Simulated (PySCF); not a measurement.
**CF₃, charge +1, SMILES `F[C+](F)F`: what the electrons do**

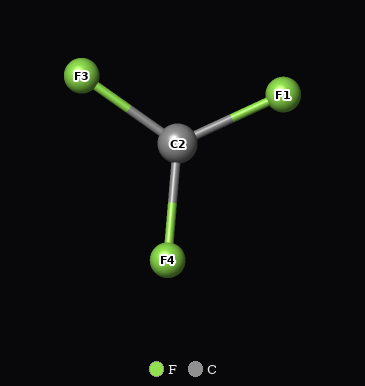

The molecule, with its atoms numbered as below. No frequency check shows the geometry to be a minimum.

Geometry (Å), atoms numbered from 1:

```
F1      -1.1951   -0.3202    0.0000
C2       0.0000   -0.0000    0.0000
F3       0.8749   -0.8749    0.0000
F4       0.3202    1.1951    0.0000
```

## 1. Bonding charge

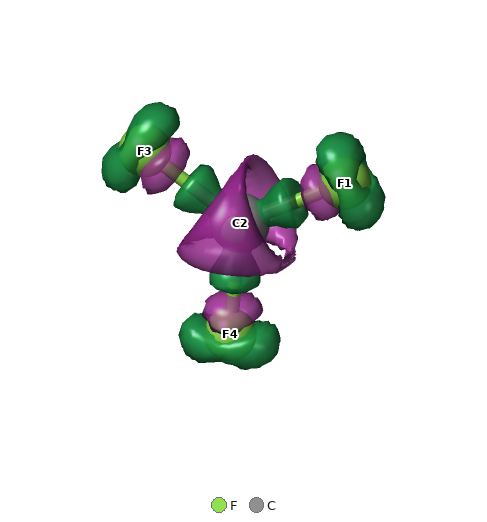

Deformation density (molecule less spherical, spin-averaged free atoms at the same positions), surfaces at ±0.19 e/Å³; green: gain, purple: loss.

PySCF calculation, B3LYP/6-31G*, gas phase; geometry: GFN2-xTB.

> Describe the bonding that the map shows.

C2–F3, F1–C2 and C2–F4: +0.38 e/Å³ at the bond critical point (bond length 1.24 Å, Mayer order 1.3). In all, 0.5 electrons gather in the regions of gain relative to the promolecule of neutral atoms (the regions of loss give up this much and the cation's charge besides).

## 2. Bond critical points

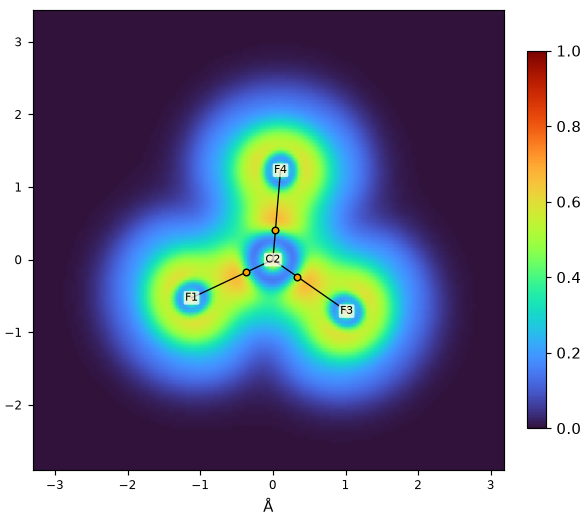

Localised orbital locator (LOL) in the molecular plane, with bond paths and bond critical points (dots).

> Rank the bonds in the plane by LOL at their critical points.

C2–F3, F1–C2 and C2–F4: about 0.45. Values above 0.5 mark slow, localised electrons, as in shared pairs; low values at a critical point mark a polar or closed-shell contact whose critical point lies between the shells.

> Where along C2–F3 does the critical point lie?

0.41 Å from C2 and 0.83 Å from F3.

## 3. Electrostatic potential

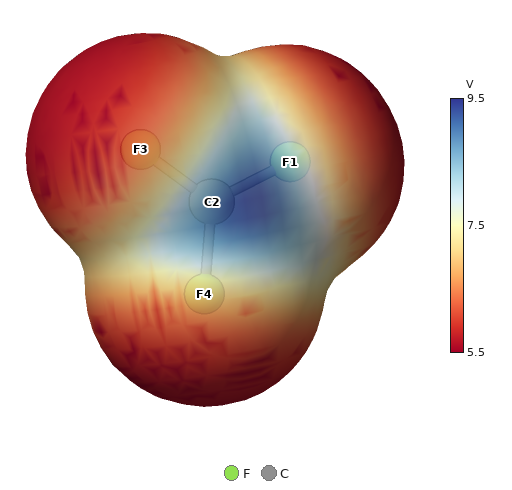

Electrostatic potential on the surface of electron density 0.001 a.u.

> Where are the extremes of the potential on the surface?

Highest: 9.41 V, off the molecular plane, over C2 (1.6 Å), and at like points elsewhere. Lowest: 5.63 V, 1.5 Å from F1, and at like points elsewhere. The surface is sampled at points, so like sites can differ by a few per cent and only the strongest of them is named.

> What volume does the surface enclose?

About 43 Å³.

## 4. Excited states

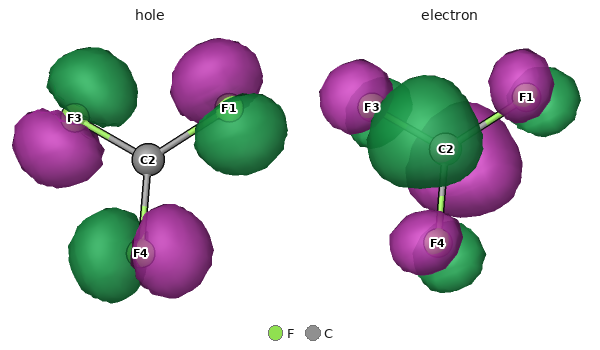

Leading natural transition orbital pair of S₁ (TDA singlet states); the surfaces enclose about 85 % of each orbital's density.

PySCF calculation, BHandHLYP/aug-cc-pVDZ, gas phase; geometry: GFN2-xTB.

> Where does the state lie, and where do hole and electron sit?

9.54 eV (130 nm), f = 0.000 (dark); the leading pair carries 100 %; hole on F1, F3 and F4 (32 % each) and C2 (5 %), electron on C2 (54 %) and F1, F3 and F4 (15 % each); their centroids lie 0.0 Å apart. In canonical orbitals it is mainly HOMO → LUMO (100 %). The HOMO–LUMO gap is 14.84 eV.

## 5. Removing or adding an electron

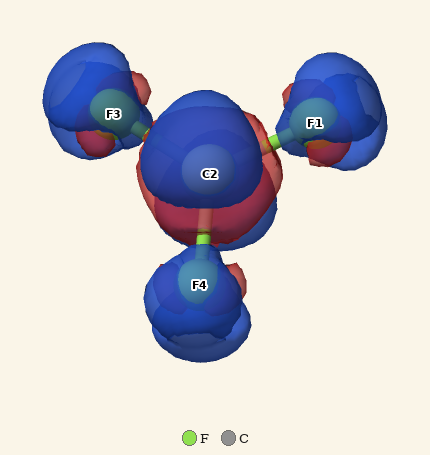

Fukui function f⁺ = ρ(N+1) − ρ(N) at fixed geometry, surfaces at ±0.05 e/Å³ (blue positive, red negative).

Computed with PySCF, HF/def2-SVPD, geometry: GFN2-xTB.

> On which atoms does the density change most on addition of an electron?

f⁺ (Hirshfeld-condensed) is largest on C2 (0.41); the vertical electron affinity is 7.33 eV (the stability of the neutral species's solution wasn't checked). Condensed values hint at sites of nucleophilic attack but needn't mark the atom that reacts. Orbital relaxation makes it negative in places (0.15 e in all).

## 6. Localised orbitals

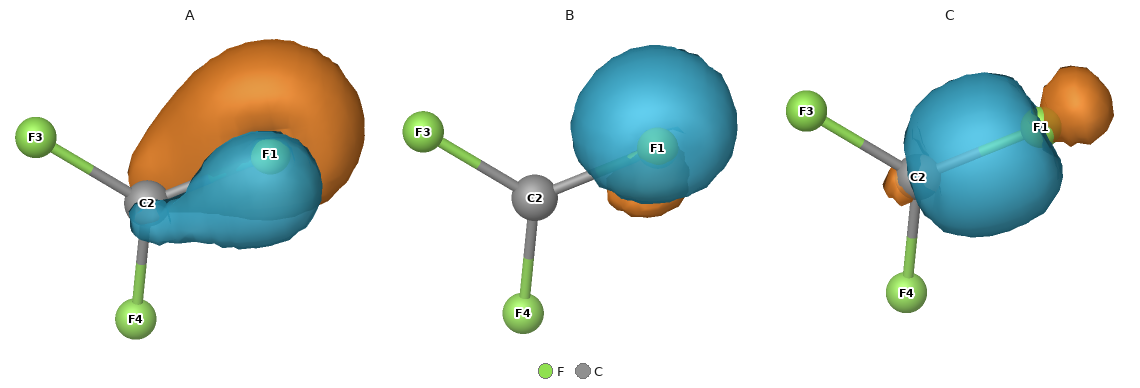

Foster–Boys orbitals, occupied; each surface holds about 85 % of the orbital's density. Energies are diagonal elements of the Fock matrix.

Method: HF/cc-pVDZ; geometry: GFN2-xTB; program: PySCF.

> Identify each orbital.

By panel:
- A: lone pair on F1 (sp4.3-type) (F1 91 %, C2 9 %; −34.5 eV)
- B: lone pair on F1 (sp2.1-type) (F1 97 %; −36.0 eV)
- C: σ bond F1–C2 (F1 67 %, C2 32 %; −43.7 eV)

> Which has the smallest and which the largest spatial spread?

Smallest: B (0.59 Å); largest: A (0.66 Å).

> How do all the valence pairs divide up?

12 pairs: 9 lone pairs and 3 σ bonds.

The PySCF runs shown took 5.1 s, 53 s, 7.5 s and 2.1 s on 1 thread of Intel(R) Xeon(R) Platinum 8259CL CPU @ 2.50GHz (Skylake/Cascade Lake), with other jobs on the host.
